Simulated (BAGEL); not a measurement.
# singlet CH5Ge+: a chain of runs

We compute a single-point energy (singlet CH5Ge+, HF/def2-SVP), then the energy (doublet CH5Ge, NEVPT2(3,3)/def2-SVP), then the energy (doublet CH5Ge, CASPT2(3,3)/def2-SVP) of CH5Ge. 

Program for the calculation: BAGEL 1.2.2.

## Step 1: The molecule

CH5Ge+: 7 atoms, total charge +1, spin state singlet. As SMILES of the parent species, `[CH3][GeH2]`. The Ge2–H6 distance was set to 2.087 Å, away from the relaxed value. That shape belongs to the parent species and isn't relaxed for this state.

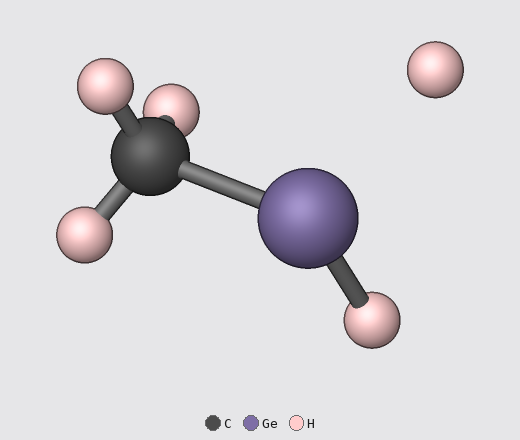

Viewed from a chosen angle; carbon dark grey, germanium purple, hydrogen pink.

## Step 2: The energy at HF/def2-SVP (density fitting with svp-jkfit) (run 1)

calc.json reads:

```json
{ "bagel": [

{
  "title": "molecule",
  "basis": "svp",
  "df_basis": "svp-jkfit",
  "angstrom": true,
  "geometry": [
    { "atom": "C", "xyz": [    0.126566,   -1.199880,   -0.191771 ] },
    { "atom": "Ge", "xyz": [    0.770166,    0.434220,    0.677629 ] },
    { "atom": "H", "xyz": [   -0.779034,   -1.556980,    0.298429 ] },
    { "atom": "H", "xyz": [    0.887266,   -1.978680,   -0.142371 ] },
    { "atom": "H", "xyz": [   -0.099034,   -0.993980,   -1.240971 ] },
    { "atom": "H", "xyz": [   -0.673100,    1.940800,    0.621200 ] },
    { "atom": "H", "xyz": [    2.073366,    0.943120,    0.019929 ] }
  ]
},
{ "title": "hf", "charge": 1 },
{ "title": "print", "file": "orbitals.molden", "orbitals": true }

]}
```

Launch:

```bash
$ BAGEL_NUM_THREADS=1 BAGEL calc.json > calc.out
```

Log:

```text
* using 1 threads per process

  ===============================================================
  ===============================================================

  *** Geometry ***

  { "atom" : "C", "xyz" : [      0.239175,     -2.267445,     -0.362395 ] },
  { "atom" : "Ge", "xyz" : [      1.455403,      0.820557,      1.280533 ] },
  { "atom" : "H", "xyz" : [     -1.472161,     -2.942266,      0.563949 ] },
  { "atom" : "H", "xyz" : [      1.676690,     -3.739163,     -0.269042 ] },
  { "atom" : "H", "xyz" : [     -0.187147,     -1.878350,     -2.345095 ] },
  { "atom" : "H", "xyz" : [     -1.271975,      3.667580,      1.173898 ] },
  { "atom" : "H", "xyz" : [      3.918094,      1.782239,      0.037660 ] },

  Number of auxiliary basis functions:      431

  Since a DF basis is specified, we compute 2- and 3-index integrals:
    o Being stored without compression. Storage requirement is 0.017 GB

  Number of basis functions:       71
  Number of electrons      :       43

    * METHOD: MOLECULE                             0.17

  *** RHF ***

  === Nuclear Repulsion ===
   103.5886088194

      * DIIS with orbital gradients will be used.

  === RHF iteration (svp) ===
      0      -2115.37671792          0.01425457           0.04
      1      -2115.45954240          0.00719050           0.04
      2      -2115.47482697          0.00139397           0.04
[... 11 lines of this table left out ...]
     14      -2115.47625292          0.00000001           0.04
    * SCF iteration converged.

    * Permanent dipole moment:
           (   -0.089853,     0.053246,    -0.284987) a.u.

    * METHOD: HF                                   0.76

    * METHOD: PRINT                                0.01

  ===============================================================
```

Wall time 1.1 s (1 thread of Arm Neoverse V1, shared host); peak memory 0.14 GiB.

## Step 3: Doublet neutral CH5Ge: the energy at NEVPT2(3,3)/def2-SVP (density fitting with svp-jkfit) (run 2)

job.json reads:

```json
{ "bagel" : [

{
  "title" : "molecule",
  "basis" : "svp",
  "df_basis" : "svp-jkfit",
  "angstrom" : true,
  "geometry" : [
    { "atom" : "C", "xyz" : [    0.126566,   -1.199880,   -0.191771 ] },
    { "atom" : "Ge", "xyz" : [    0.770166,    0.434220,    0.677629 ] },
    { "atom" : "H", "xyz" : [   -0.779034,   -1.556980,    0.298429 ] },
    { "atom" : "H", "xyz" : [    0.887266,   -1.978680,   -0.142371 ] },
    { "atom" : "H", "xyz" : [   -0.099034,   -0.993980,   -1.240971 ] },
    { "atom" : "H", "xyz" : [   -0.673100,    1.940800,    0.621200 ] },
    { "atom" : "H", "xyz" : [    2.073366,    0.943120,    0.019929 ] }
  ]
},
{
  "title" : "hf",
  "charge" : 1
},
{
  "title" : "casscf",
  "nstate" : 1,
  "nact" : 3,
  "nclosed" : 20,
  "nspin" : 1,
  "active" : [21, 22, 23],
  "maxiter" : 200,
  "natocc" : true
},
{
  "title" : "nevpt2",
  "nstate" : 1,
  "nact" : 3,
  "nclosed" : 20,
  "nspin" : 1,
  "active" : [21, 22, 23],
  "maxiter" : 200,
  "natocc" : true,
  "ncore" : 10
},
{
  "title" : "print",
  "file" : "orbitals.molden",
  "orbitals" : true
}

]}
```

Launch:

```bash
$ BAGEL_NUM_THREADS=1 BAGEL job.json > job.out
```

Log:

```text
* using 1 threads per process

  ===============================================================
  ===============================================================

  *** Geometry ***

[... 31 lines left out ...]
    * SCF iteration converged.
[... 1 line left out ...]
    * Permanent dipole moment:
[... 28 lines left out ...]
    * Second-order optimization converged. *
[... 11 lines left out ...]
     * ci vector, state   0, <S^2> = 0.7500
[... 5 lines left out ...]
    * METHOD: CASSCF                               2.56

    * freezing 10 orbitals

  === DF-NEVPT2 calculation ===

    * 3-index integral transformation done
    * assembly done

      NEVPT2 correlation energy:   -0.3506248876      0.11

          (+0)     -0.2987919100
          (+0)'    -0.0079716508
          (+1)     -0.0095107696
          (+1)'    -0.0002087098
          (+2)     -0.0003604847
          (-1)     -0.0238450443
          (-1)'    -0.0018432212
          (-2)     -0.0080930971

      NEVPT2 total energy:       -2116.1435744621

    * METHOD: NEVPT2                               0.19

    * METHOD: PRINT                                0.01

  ===============================================================
```

Run time: 3.9 s. Hardware: 1 thread of Arm Neoverse V1, shared host; peak memory 0.14 GiB.

## Step 4: Doublet neutral CH5Ge: the energy at CASPT2(3,3)/def2-SVP (density fitting with svp-jkfit) (run 3)

calc.json reads:

```json
{ "bagel" : [

{
  "title" : "molecule",
  "basis" : "svp",
  "df_basis" : "svp-jkfit",
  "angstrom" : true,
  "geometry" : [
    { "atom" : "C", "xyz" : [    0.126566,   -1.199880,   -0.191771 ] },
    { "atom" : "Ge", "xyz" : [    0.770166,    0.434220,    0.677629 ] },
    { "atom" : "H", "xyz" : [   -0.779034,   -1.556980,    0.298429 ] },
    { "atom" : "H", "xyz" : [    0.887266,   -1.978680,   -0.142371 ] },
    { "atom" : "H", "xyz" : [   -0.099034,   -0.993980,   -1.240971 ] },
    { "atom" : "H", "xyz" : [   -0.673100,    1.940800,    0.621200 ] },
    { "atom" : "H", "xyz" : [    2.073366,    0.943120,    0.019929 ] }
  ]
},
{
  "title" : "hf",
  "charge" : 1
},
{
  "title" : "casscf",
  "nstate" : 1,
  "nact" : 3,
  "nclosed" : 20,
  "nspin" : 1,
  "active" : [21, 22, 23],
  "maxiter" : 200,
  "natocc" : true
},
{
  "title" : "print",
  "file" : "orbitals.molden",
  "orbitals" : true
},
{
  "title" : "smith",
  "method" : "caspt2",
  "ms" : true,
  "xms" : true,
  "sssr" : true,
  "shift" : 0.2,
  "shift_imag" : true,
  "ncore" : 10
}

]}
```

Launch:

```bash
$ BAGEL_NUM_THREADS=1 BAGEL calc.json > calc.out
```

Log:

```text
* using 1 threads per process

  ===============================================================
  ===============================================================

  *** Geometry ***

[... 33 lines left out ...]
    * Permanent dipole moment:
[... 40 lines left out ...]
     * ci vector, state   0, <S^2> = 0.7500
[... 23 lines left out ...]
       #      aibj      arbs      arbi      airj      risj      airs      arst      rist         Etot      error   time
[... 9 lines left out ...]
      ------------------------------------------------------------------------------------------------------------------

    * CASPT2 energy : state  0    -2116.1493349430
        w/o shift correction      -2116.1475463212
        reference weight              0.9032476784

    * METHOD: SMITH                                0.41

  ===============================================================
```

Run time: 4.2 s. Hardware: 1 thread of Arm Neoverse V1, shared host; peak memory 0.14 GiB.

## Step 5: Summary of results

```
                                  quantity           value
          run 1, HF/def2-SVP: total energy  -2115.47625 Eh
           run 1, HF/def2-SVP: HOMO energy       -16.99 eV
           run 1, HF/def2-SVP: LUMO energy        -7.12 eV
         run 1, HF/def2-SVP: HOMO–LUMO gap         9.87 eV
doublet neutral CH5Ge, run 2: total energy  -2116.14357 Eh
doublet neutral CH5Ge, run 3: total energy  -2116.14933 Eh
```
